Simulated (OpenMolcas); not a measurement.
# Converging the integration grid for C2F4 (tetrafluoroethylene)

C2F4 has 6 atoms, charge 0, and is taken as a singlet. SMILES: `FC(F)=C(F)F`. Geometry: relaxed at PBE0-D4/def2-TZVP.

```xyz
6

F     1.1692   -1.1345   -0.7080
C     0.2025   -0.6402    0.0257
F    -0.3375   -1.5206    0.8323
C    -0.1884    0.6188   -0.0411
F     0.3515    1.4993   -0.8476
F    -1.1552    1.1131    0.6926
```

Program: OpenMolcas 26.06. Method: BLYP/6-31G. Swept: integration grid. Watched: the HOMO energy. Each run: gradient. Hardware: 1 thread of Arm Neoverse V1, shared host.

Deviations are taken from the sweep's last point, which isn't the limit.

```
integration grid  value (eV)  from the best (eV)  wall time
          Coarse     -5.8432             +0.0021      3.9 s
         SG1Grid     -5.8453             +0.0001      4.2 s
            Fine     -5.8453              0.0000      5.1 s
       UltraFine     -5.8453              0.0000       11 s
```

(1) Which is the coarsest setting good to 0.001 eV?

Results:

(1) SG1Grid: it is 0.0001 eV off and takes 4.2 s, against 11 s for UltraFine.

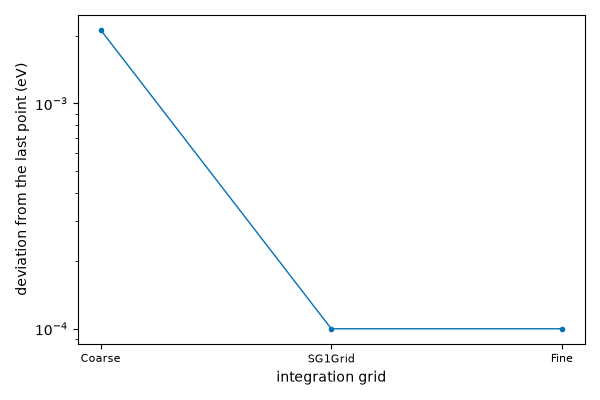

Absolute deviation from the last point of the sweep; values under 0.0001 eV are drawn at that floor.
